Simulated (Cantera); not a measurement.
Feed: 1 mol Fe2O3, 0.4 mol C, 5.2 mol N2, equilibrated at 0.000700 bar.

Equilibrium computed with Cantera from the NASA thermochemical tables; the gas is ideal and each condensed phase is pure. Candidate condensed phases: C, Fe, Fe(CO)5, FeO, Fe2O3, Fe3O4; 27 gas species. Mutual solubility and eutectic melting of coexisting phases are not modelled. The tables' stoichiometric FeO is somewhat more stable than real wüstite, so its field is too wide. FeO: taken at fixed stoichiometry. Equilibrium is a limit: real reactors are often held back by kinetics, nucleation or transport.

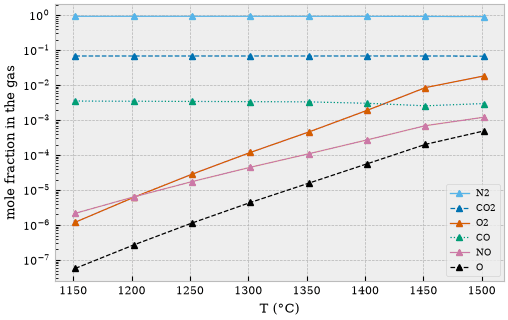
Fig. 1. Equilibrium gas composition (values under 1e-9 drawn at 1e-9)

**Question.** Read off the mole fractions at 1402 °C.

**Answer.** N2 about 0.93, CO2 about 0.068, CO about 0.0030, O2 about 0.0019, NO about 0.00027, O about 5.6e-5.
